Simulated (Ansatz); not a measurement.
```yaml
atoms:
  - { symbol: C, position_ang: [0.3844, 0.2637, 1.2466] }
  - { symbol: C, position_ang: [-0.6337, -0.0403, 0.4095] }
  - { symbol: Al, position_ang: [-0.4845, 0.2658, -1.4944] }
  - { symbol: Cl, position_ang: [-2.0308, -0.2040, -2.8489] }
  - { symbol: Cl, position_ang: [1.2927, 1.1045, -2.2686] }
  - { symbol: H, position_ang: [1.3337, 0.6968, 0.8814] }
  - { symbol: H, position_ang: [0.3237, 0.0954, 2.3378] }
  - { symbol: H, position_ang: [-1.5543, -0.4711, 0.8473] }
```

These are results of RKS PBE-D4/def2-SVP in Ansatz 0.2.0, not measurements.

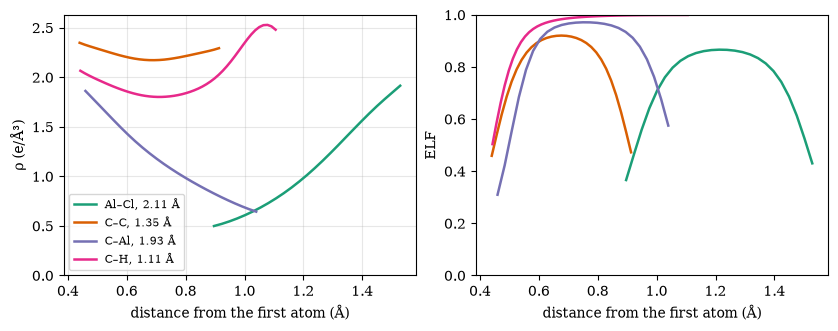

C$_{2}$H$_{3}$AlCl$_{2}$. Electron density and ELF along straight lines between neighbouring atoms. The curves leave out the atomic cores.

### What can be read from the curves?

Al–Cl (2.11 Å): ρ at the midpoint is about 0.69 e/Å³; the ELF peaks at about 0.85 in the valence shell of Cl, 0.9 Å from its nucleus, and is about 0.80 at the midpoint.
C–C (1.35 Å): ρ is about 2.2 e/Å³ halfway; the ELF peaks at about 0.90 between the atoms (localised, covalent bonding).
C–Al (1.93 Å): the density is about 0.73 e/Å³ at the midpoint; the ELF peaks at about 1 between the atoms, as expected for a shared but strongly polarised pair.
C–H (1.11 Å): the density is about 1.9 e/Å³ at the midpoint; the ELF climbs to about 1 towards the hydrogen, as it does in any bond to H: a covalent bond by its length.
